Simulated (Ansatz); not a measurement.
A series of calculations on CH7ClMgOSi

## 1. Relaxation

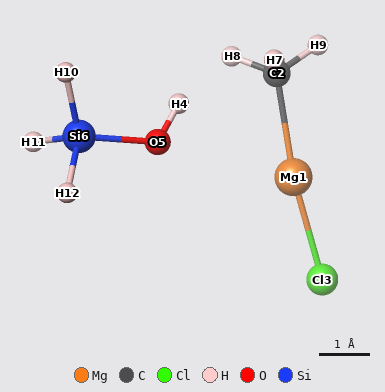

Starting structure of CH₇ClMgOSi. Style: ball-and-stick. Shown at a tilt.

The run prepares an end point of a later path (reaction) calculation, from a guessed geometry.

Level of theory: Ansatz, RKS LDA/def2-mTZVP.

Input file:
```yaml
crystal:
  periodic: [false, false, false]
  atoms:
    - { symbol: Mg, position_ang: [-0.339894, -0.50312, -2.515413] }
    - { symbol: C, position_ang: [1.506828, -0.649215, -1.429746] }
    - { symbol: Cl, position_ang: [-2.064063, -0.391631, -3.881897] }
    - { symbol: H, position_ang: [0.25016, -0.066904, 0.490268] }
    - { symbol: O, position_ang: [-0.674441, 0.003341, 0.791751] }
    - { symbol: Si, position_ang: [-0.979135, 0.754181, 2.239413] }
    - { symbol: H, position_ang: [1.452736, -1.414143, -0.634893] }
    - { symbol: H, position_ang: [1.814252, 0.31578, -0.989716] }
    - { symbol: H, position_ang: [2.320466, -0.957471, -2.105912] }
    - { symbol: H, position_ang: [-0.005745, 0.31166, 3.292799] }
    - { symbol: H, position_ang: [-0.916442, 2.248548, 2.125833] }
    - { symbol: H, position_ang: [-2.364723, 0.348774, 2.617514] }
basis:
  gaussian: { orbitals: def2-mTZVP }
hamiltonian:
  xc: lda
relax:
  f_tol: 0.03
  max_steps: 50
output:
  orbitals: {}
```

Launched with:
```bash
ansatz run input.yaml --threads 4 --pin off --max-ram 5120MiB --backend cpu --events-out ev --progress --plain --runs-dir out
```

Q: Where does the relaxation end?

A: The largest move after the best rigid fit is that of Cl3, 2.83 Å. By element the largest moves are Cl 2.83 Å, Mg 1.52 Å, H 1.32 Å, Si 0.71 Å, O 0.62 Å, C 0.58 Å. Some distances before and after: Cl3–Si6 6.321 → 3.028 Å, Mg1–Si6 4.960 → 3.321 Å, Mg1–O5 3.362 → 2.026 Å, Mg1–C2 2.147 → 2.067 Å. New bonds form, among them: Mg1–O5 (3.36 → 2.03 Å). Bond angles that change, for instance: C2–Mg1–Cl3 172.0° → 154.3°, O5–Si6–H10 111.1° → 100.2°, O5–Si6–H12 105.6° → 111.3°. Groups turn about O5–Si6 by about 45°. After 22 accepted moves (23 points after the start) the energy has fallen by 20.5 kcal/mol. The largest force component goes from 0.61 to 0.02 eV/Å. The line search rejected the trial step at point 20 of the run.

The structure at the end:

```xyz
12

Mg    0.0382   -0.1583   -1.0880
C     1.8082   -0.8953   -1.8591
Cl   -2.0967    0.5969   -1.2321
H     0.6679   -0.0435    1.5051
O    -0.0853    0.1491    0.9111
Si   -1.4701    0.7566    1.7259
H     2.2506   -1.6725   -1.2123
H     2.5709   -0.1075   -1.9801
H     1.6673   -1.3536   -2.8519
H    -0.9661    0.7598    3.1429
H    -1.7704    2.1522    1.3166
H    -2.6145   -0.1841    1.6217
```

After the run, drawn alike:

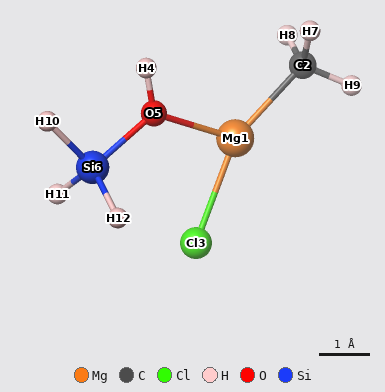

## 2. Relaxation

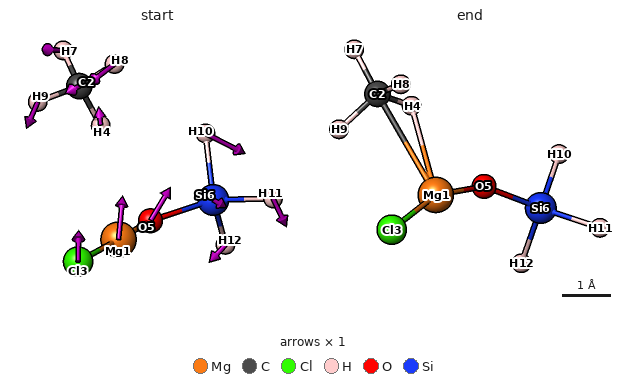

The structure of CH₇ClMgOSi before (left) and after (right) a relaxation, at one scale. The purple arrows give the displacements, at their true length.

A ball-and-stick model, seen from a free direction.

The run prepares an end point of a later path (reaction) calculation, from a guessed geometry.

All numbers below come from RKS LDA/def2-mTZVP in Ansatz. (no spin polarisation; force threshold 0.03 eV/Å; at most 50 steps)

### What changed between the two?

The largest move after the best rigid fit is that of H10, 1.07 Å. Largest moves by element: H 1.07 Å, Mg 1.00 Å, O 0.84 Å, Cl 0.80 Å, C 0.46 Å, Si 0.37 Å. Near-neighbour distances that change, for instance: Mg1–H8 3.699 → 2.510 Å, Mg1–C2 3.465 → 2.474 Å, Mg1–H9 3.373 → 2.464 Å, Mg1–H4 2.858 → 2.262 Å. New bonds form, among them: Mg1–C2 (3.46 → 2.47 Å). Among the angles between lasting bonds that change: Cl3–Mg1–O5 176.6° → 164.3°, Mg1–O5–Si6 143.6° → 153.3°, H4–C2–H8 110.4° → 113.2°. Groups turn about O5–Si6 by about 50°. Over 20 accepted moves (22 points after the start) the energy falls by 11.7 kcal/mol. Largest force component: 2.5 eV/Å at the start, 0.018 eV/Å at the end. The line search rejected the trial steps at points 15, 16 of the run. The forces were under the threshold at step 17, but the run went on from there.

Limits of the set-up: the start holds two separate molecules, 2.3 Å apart at their closest, whose relative position is a soft coordinate and is computed without a dispersion correction.

## 3. Path

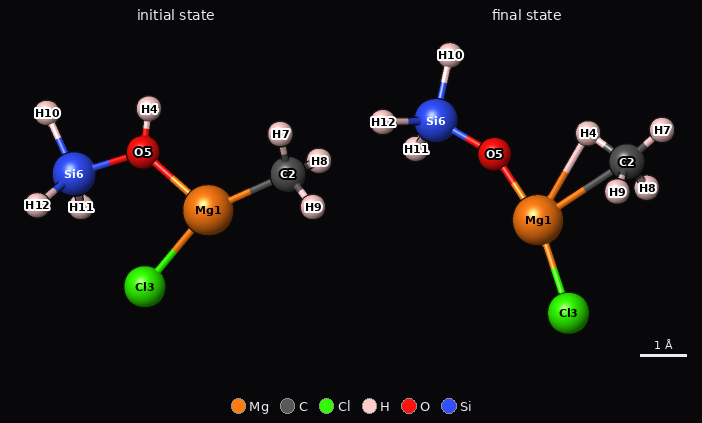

The two relaxed end points of a path for CH7ClMgOSi. A ball-and-stick model, seen at a tilt.

Level of theory: Ansatz 0.2.0, RKS LDA/def2-mTZVP.

Set-up: 5 movable images; climbing image; force threshold 0.03 eV/Å; iteration limit 60.

Start:
```xyz
12

Mg    0.0839   -0.1189   -1.0904
C     1.8827   -0.8358   -1.8122
Cl   -2.0406    0.6511   -1.2972
H     0.6032   -0.1012    1.5295
O    -0.1234    0.1164    0.9115
Si   -1.5397    0.7005    1.6885
H     2.2947   -1.6381   -1.1760
H     2.6523   -0.0478   -1.8721
H     1.7827   -1.2572   -2.8262
H    -1.0963    0.6499    3.1248
H    -1.8178    2.1115    1.3180
H    -2.6817   -0.2304    1.5017
```

End:
```xyz
12

Mg   -0.5031    0.2865   -1.1653
C     1.7142   -0.8086   -1.1065
Cl   -0.7990    0.5519   -3.3258
H     1.2396   -0.6982   -0.1119
O    -0.7052    0.2799    0.6238
Si   -1.4849    0.6545    1.9957
H     2.6635   -1.3329   -0.9303
H     1.9703    0.1564   -1.5743
H     1.1387   -1.4339   -1.8098
H    -0.5725    0.5058    3.1813
H    -1.9867    2.0742    1.9932
H    -2.6748   -0.2358    2.2299
```

Q: Predict the minimum-energy path and its barrier.

A: The energy climbs by 0.30 eV to image 3 and then falls by 1.11 eV, so the end point sits at −0.81 eV. A hydrogen atom shifts from one atom to another. Breaking: H4–O5 (0.98 → 1.11 at the top → 2.30 Å). Forming: C2–H4 (3.65 → 1.63 at the top → 1.11 Å). The band converged in 29 iterations. The largest component of the band force went from 10 to 0.016 eV/Å. The climbing image converged on the top of the path. Its vibrational analysis gives one imaginary mode (420i cm⁻¹), as a transition state must have.

Energies of the converged images:

```csv
image,path (Å),E (eV)
0,0.00,0.000
1,1.60,0.046
2,3.19,0.196
3,4.79,0.299
4,5.94,-0.694
5,7.08,-0.807
6,8.23,-0.808
```

The geometry at the top of the path:

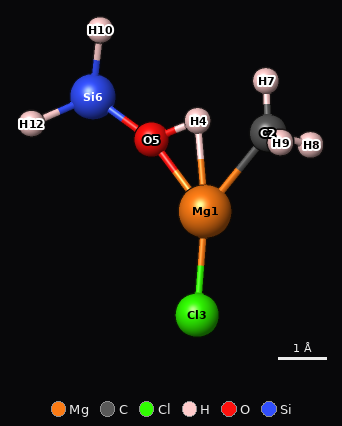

The run took 3.7 min on 4 threads of Arm Neoverse N1 (shared host), peak memory 0.18 GiB.
